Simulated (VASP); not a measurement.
Band structure of Au (fcc). These are RPBE GGA, VASP's PBE PAW potentials (set 64) (plane waves; VASP) values and carry that method's errors.

Unless said otherwise, spin-orbit coupling is left out, though it shifts the bands of the heavy elements here.

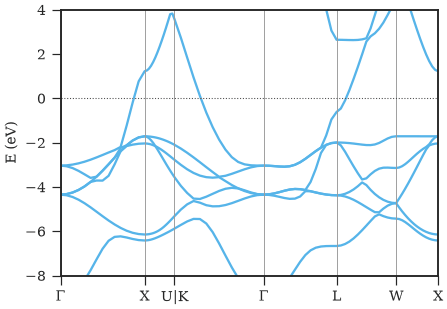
Figure. Bands along high-symmetry lines, zero at the valence-band maximum or, without a gap, the Fermi level

**Question.** Read the plot: is there a gap, and where are the band edges?

**Answer.** It has no gap at this level: it comes out as a metal or semimetal. (Edges off the drawn lines would not show.)

The compound is Au in the fcc structure. It was relaxed first, which changed the volume by +9 %.
